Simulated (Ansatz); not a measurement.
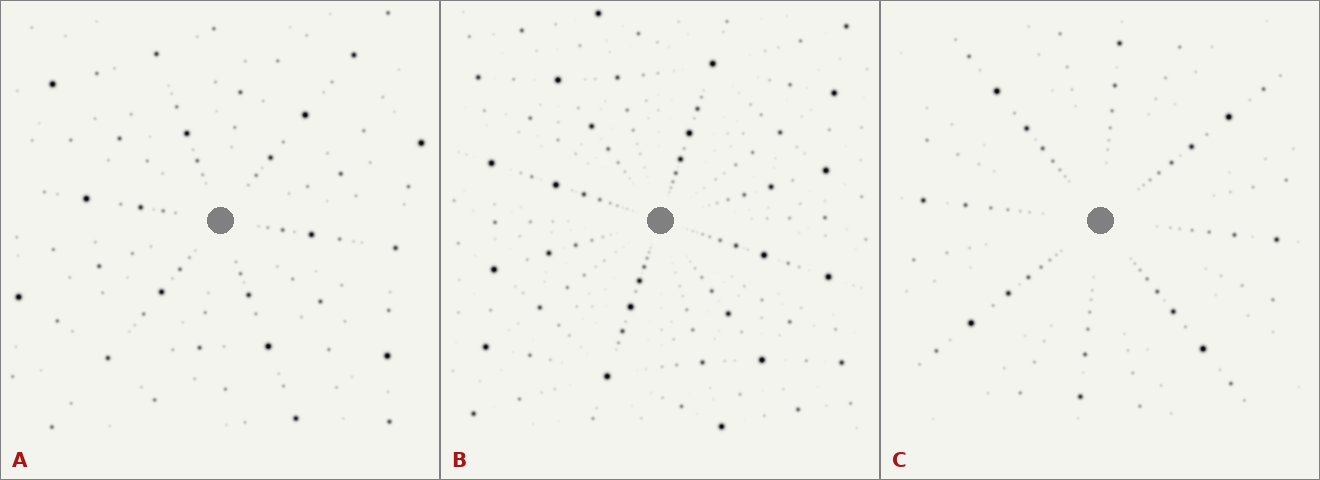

Simulated back-reflection Laue patterns (white X-rays, 0.45 to 2.2 Å, flat plate covering ±45° about the beam, kinematic intensities, seen from the source). Crystal: TaBi, space group Fm-3m (No. 225), a = 5.743 Å. Structure: the input geometry of an electronic-structure calculation (not necessarily at equilibrium); the starting structure was generated, so it need not be a known form of this composition.

```
atom  site  symmetry       x       y       z
  Ta    4b      m-3m  0.5000  0.0000  0.0000
  Bi    4a      m-3m  0.0000  0.0000  0.0000
```

**The directions [001], [110], [111] point towards the source, in some order. Which is which?**

A: [111], symmetry 3m (a threefold axis with three mirror lines). B: [110], symmetry 2mm (a twofold axis with two mirror lines). C: [001], symmetry 4mm (a fourfold axis with mirror lines). The Laue class is m-3m.
